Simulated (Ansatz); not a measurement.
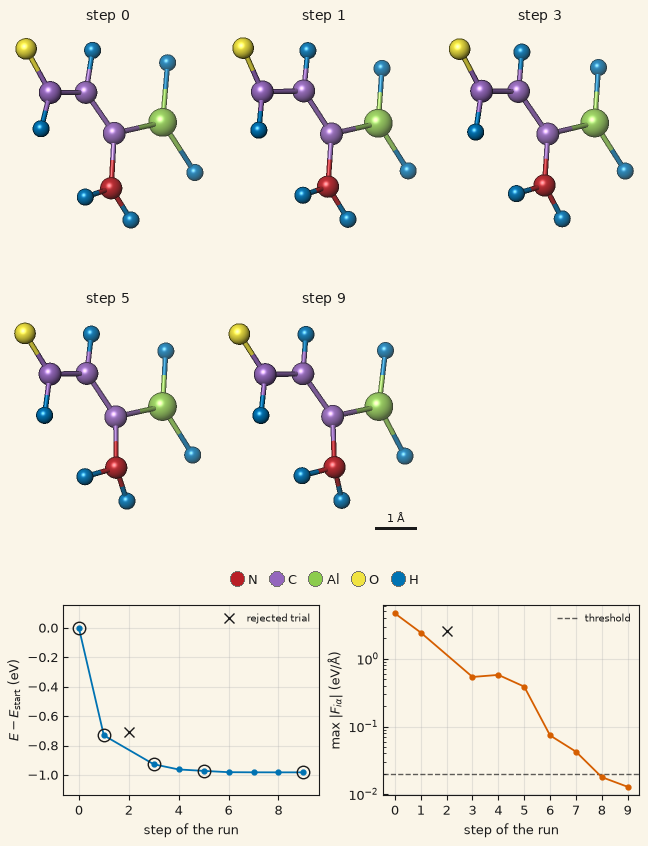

Frames of a relaxation of C₃H₆AlNO, marked on the history of the run. A ball-and-stick model, seen from a free direction.

The run prepares the start of a later molecular dynamics calculation, from a guessed geometry.

The calculation used RKS r2SCANh/STO-3G in Ansatz.

Input file:
```yaml
crystal:
  periodic: [false, false, false]
  atoms:
    - { symbol: "N", position_ang: [0.7623, -0.3076, -1.3465] }
    - { symbol: C, position_ang: [0.2091, -0.2833, -0.0159] }
    - { symbol: Al, position_ang: [0.8344, -1.7018, 1.1876] }
    - { symbol: C, position_ang: [-0.5982, 0.6247, 0.4525] }
    - { symbol: C, position_ang: [-1.2443, 1.7154, -0.342] }
    - { symbol: O, position_ang: [-2.0699, 2.5177, 0.221] }
    - { symbol: H, position_ang: [0.4555, 0.4467, -2.0636] }
    - { symbol: H, position_ang: [1.4399, -0.9691, -1.6717] }
    - { symbol: H, position_ang: [0.345, -1.7516, 2.7498] }
    - { symbol: H, position_ang: [1.9216, -2.7802, 0.6957] }
    - { symbol: H, position_ang: [-1.01, 0.5289, 1.5071] }
    - { symbol: H, position_ang: [-0.9685, 1.905, -1.34] }
basis:
  gaussian: { orbitals: STO-3G }
hamiltonian:
  xc: r2scanh
relax:
  f_tol: 0.02
  max_steps: 40
scf:
  lower_state_search: "off"
output:
  orbitals: {}
```

Run as
```bash
ansatz run input.yaml --threads 1 --pin off --max-ram 2048MiB --backend cpu --events-out ev --progress --plain --runs-dir out
```

Question: Describe the path.

Answer: N1 moves most after the best rigid fit: 0.24 Å. By element the largest moves are N 0.24 Å, H 0.19 Å, O 0.09 Å, C 0.07 Å, Al 0.04 Å. Near-neighbour distances that change, for instance: Al3–H9 1.638 → 1.494 Å, Al3–H10 1.608 → 1.498 Å, C5–H12 1.053 → 1.127 Å, C2–C4 1.302 → 1.372 Å. Bond angles that change, for instance: C2–N1–H8 124.8° → 114.4°, C4–C5–H12 121.4° → 114.6°, H9–Al3–H10 118.2° → 124.2°. The energy falls by 0.983 eV in 8 accepted moves (9 points after the start). Largest force component: 4.7 eV/Å at the start, 0.013 eV/Å at the end. The line search rejected the trial step at point 2 of the run. Cost: 19 s on 1 thread of Intel(R) Xeon(R) 6975P-C (Granite Rapids), with other jobs on the host, peak memory 0.16 GiB. From step 0 to 1: H9 moves most (0.20 Å), energy −0.731 eV. From step 1 to 3: C5 moves most (0.10 Å), energy −0.196 eV. From step 3 to 5: N1 moves most (0.11 Å), energy −0.045 eV. From step 5 to 9: H10 moves most (0.12 Å), energy −0.010 eV.

Limits of the set-up: STO-3G is a minimal basis, so the numbers are rough.
